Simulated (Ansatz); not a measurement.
# SiF2 (SMILES F[Si]F) at HSE06/STO-3G

What is the vertical ionisation energy of SiF2 at HSE06/STO-3G? 

The calculation is run with Ansatz 0.2.0.

36 further runs of the same task are left out: 4 that didn't finish, 32 set aside as unsound or not needed.

### Step 1. The molecule

The species is SiF2 (3 atoms), meant as a singlet with charge 0. SMILES: `F[Si]F`. The shape is that of a GFN2-xTB optimisation.

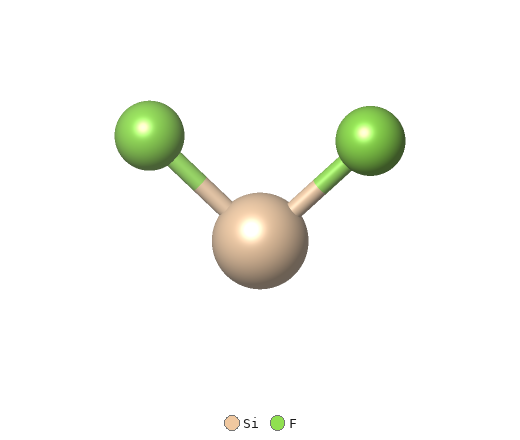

Viewed from a chosen angle; silicon light orange, fluorine green.

### Step 2. A single-point energy at HSE06/STO-3G

molecule.yaml reads:

```yaml
crystal:
  periodic: [false, false, false]
  atoms:
    - symbol: Si
      position_ang: [0.004220, -0.007680, -0.744810]
    - symbol: F
      position_ang: [1.165930, -0.017340, 0.380560]
    - symbol: F
      position_ang: [-1.170150, 0.025020, 0.364240]
basis:
  gaussian:
    orbitals: STO-3G
magnetization:
  spin_polarized: false
accuracy: high
hamiltonian:
  xc: hse06
```

Launch:

```sh
ansatz run molecule.yaml --threads 1 --pin off --max-ram 2610MiB --events-out events.jsonl --progress --plain --runs-dir runs
```

The log of the run:

```text
Warning: RAYON_NUM_THREADS=1 ignored (pool sized by the plan → 1); use --threads N
Functional definition: HSE06
  name "HSE06"
  parameter a = 0.25
  parameter omega = 0.11/bohr
  exchange = pbe_x - a*pbe_x_sr(omega) + a*exact_x_sr(omega)
  correlation = pbe_c
336 factors; integrals over basis functions are off by at most 3.3e-8 eV
48 factors; integrals over basis functions are off by at most 8.5e-10 eV
mean field evaluation 1: about -13131.5958 eV, gradient 2.0e1 eV
mean field evaluation 2: about -13128.6425 eV, gradient 3.7e1 eV
mean field evaluation 4: about -13133.2653 eV, gradient 2.7e-1 eV
mean field evaluation 8: about -13133.2703 eV, gradient 1.0e-3 eV
mean field evaluation 16: about -13133.2703 eV, gradient 1.5e-8 eV
mean field -13133.27025610 eV, -482.6387798612 hartree, gradient 1.3e-8 eV, S^2 0.000000; 0 other end points of the search recorded, 0 dependent functions left out
reference -13133.27025734 eV, -482.6387799069 hartree; 16, 16 occupied and 3, 3 virtual orbitals, 336 factors
Total energy: -13133.27025734 eV, -482.6387799069 hartree
```

Wall time 1.1 s (1 thread of Arm Neoverse V1, shared host); peak memory 0.09 GiB.

### Step 3. The doublet cation, same level

input.yaml reads:

```yaml
basis:
  gaussian: {orbitals: STO-3G}
crystal:
  periodic: [false, false, false]
  atoms:
    - {symbol: Si, position_ang: [0.004220, -0.007680, -0.744810]}
    - {symbol: F, position_ang: [1.165930, -0.017340, 0.380560]}
    - {symbol: F, position_ang: [-1.170150, 0.025020, 0.364240]}
total_charge: 1
magnetization: {spin_polarized: true, initial_magnetization: 1}
hamiltonian: {xc: hse06}
accuracy: high
```

Launch:

```sh
ansatz run input.yaml --threads 1 --pin off --max-ram 2610MiB --events-out events.jsonl --progress --plain --runs-dir runs
```

The log of the run (excerpt; [...] marks lines left out):

```text
Warning: RAYON_NUM_THREADS=1 ignored (pool sized by the plan → 1); use --threads N
[... 6 set-up lines as earlier in the session ...]
336 factors; integrals over basis functions are off by at most 3.3e-8 eV
48 factors; integrals over basis functions are off by at most 8.5e-10 eV
mean field evaluation 1: about -13116.9506 eV, gradient 2.9e1 eV
mean field evaluation 2: about -13072.9420 eV, gradient 8.2e1 eV
mean field evaluation 4: about -13125.1555 eV, gradient 1.1e1 eV
mean field evaluation 8: about -13125.9946 eV, gradient 1.2e-1 eV
mean field evaluation 16: about -13125.9949 eV, gradient 1.6e-5 eV
mean field -13125.99486479 eV, -482.3714141623 hartree, gradient 7.2e-8 eV, S^2 0.756658; 0 other end points of the search recorded, 0 dependent functions left out
reference -13125.99486604 eV, -482.3714142081 hartree; 16, 15 occupied and 3, 4 virtual orbitals, 336 factors
Total energy: -13125.99486604 eV, -482.3714142081 hartree
```

Wall time 2.2 s (1 thread of Arm Neoverse V1, shared host); peak memory 0.12 GiB.

### Step 4. What came out

At HSE06/STO-3G:

```
                                          quantity          value
                        singlet SiF2: total energy  -482.63878 Eh
                      doublet cation: total energy  -482.37141 Eh
                              doublet cation: ⟨S²⟩          0.757
vertical ionisation energy (to the doublet cation)       7.275 eV
```

**Reading.** The vertical ionisation energy comes to 7.28 eV (168 kcal/mol). In a minimal basis such a difference can be off by several eV, whatever the method.
